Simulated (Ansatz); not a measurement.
## Electronic structure of BFGeH6N2O (SMILES N[B](O)[GeH]([NH2])[F]) in real space

The calculation's input:

```
crystal:
  periodic: [false, false, false]
  atoms:
    - { symbol: "N", position_ang: [-0.8559, -1.3068, 1.0184] }
    - { symbol: B, position_ang: [0.033, -0.0722, 1.0801] }
    - { symbol: O, position_ang: [0.5401, 0.3566, 2.3568] }
    - { symbol: Ge, position_ang: [0.6176, 0.948, -0.601] }
    - { symbol: "N", position_ang: [-0.2899, 0.1592, -2.0933] }
    - { symbol: F, position_ang: [0.0375, 2.6278, -0.4487] }
    - { symbol: H, position_ang: [-0.29762, -2.10479, 1.28639] }
    - { symbol: H, position_ang: [-1.54696, -1.12154, 1.82991] }
    - { symbol: H, position_ang: [1.4212, -0.1362, 2.5117] }
    - { symbol: H, position_ang: [2.0829, 0.8781, -0.7614] }
    - { symbol: H, position_ang: [-1.3285, 0.1802, -1.8624] }
    - { symbol: H, position_ang: [0.0176, -0.8286, -2.0805] }
basis:
  gaussian: { orbitals: def2-SVP }
hamiltonian:
  xc: lda
relax:
  f_tol: 0.015
  max_steps: 40
output:
  orbitals: {}
```

Launched as:

```sh
ansatz run input.yaml --threads 2 --pin off --max-ram 3072MiB --backend cpu --events-out ev --progress --plain --runs-dir out
```

The fields are those of the relaxed geometry.

The calculation used RKS LDA/def2-SVP (Ansatz).

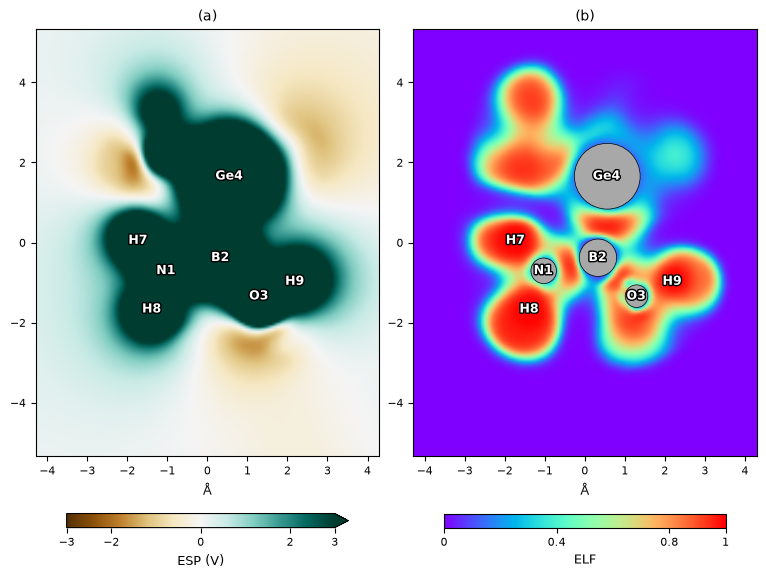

Figure 1. (a) molecular electrostatic potential; (b) ELF on the plane of atoms B2, N1 and H7. Grey discs cover the atomic cores in the ELF map.

Question: What does the map show?

Answer: The section cuts through N, B, O, Ge and H sites.
B–O (1.36 Å): the ELF peaks at about 0.90 between the atoms, as expected for a shared but strongly polarised pair.
B–N (1.39 Å): the ELF peaks at about 0.95 between the atoms: a shared but strongly polarised pair.
Ge–B (2.05 Å): the ELF peaks at about 0.95 between the atoms (a covalent bond).
O–H (0.97 Å): the ELF climbs to about 1 towards the hydrogen, as it does in any bond to H: an ordinary covalent bond to hydrogen.
N–H (1.02 Å): the ELF climbs to about 1 towards the hydrogen; an ordinary covalent bond to hydrogen.
The ELF also peaks beside O3 and N5, away from the bonds: lone-pair regions.
Outside the dense part of the molecule the potential is most negative (−1.7 V) near N5, which lies off the plane.

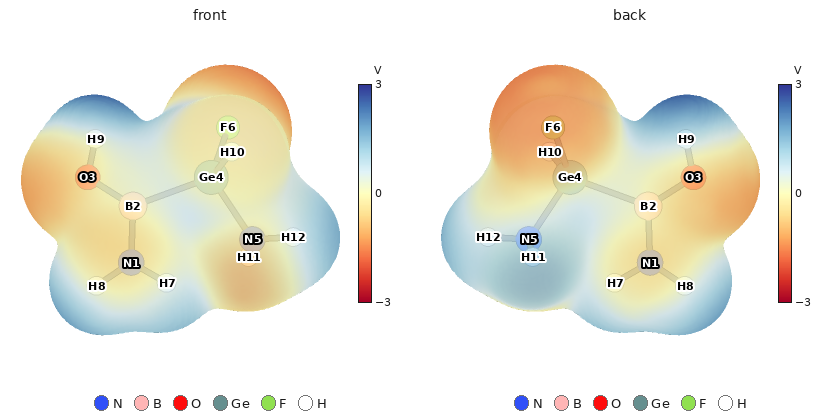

Figure 2. The electrostatic potential painted on the density surface at 0.002 e/bohr³, seen from the front and from behind; red is negative and blue positive.

Question: Where is the surface potential most negative and most positive?

Answer: The most negative region (about −1.5 V) lies over F6, the most positive (about +2.4 V) over H9.

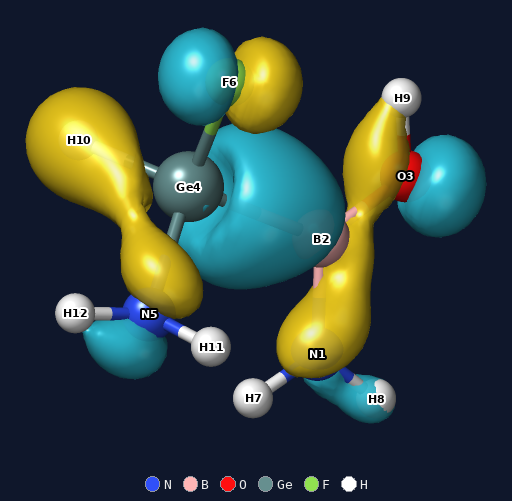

Figure 3. The HOMO−1 at ±0.15 Å⁻³ᐟ² (yellow and cyan are the two phases), seen at an oblique angle.

Question: Where does this orbital lie, and at what energy?

Answer: By Hirshfeld shares it lies mainly on Ge4 (about 30 %), B2 (about 20 %), F6 (about 15 %), O3 (about 15 %), H10 (about 10 %) and N5 (about 5 %). Its energy is −6.44 eV.
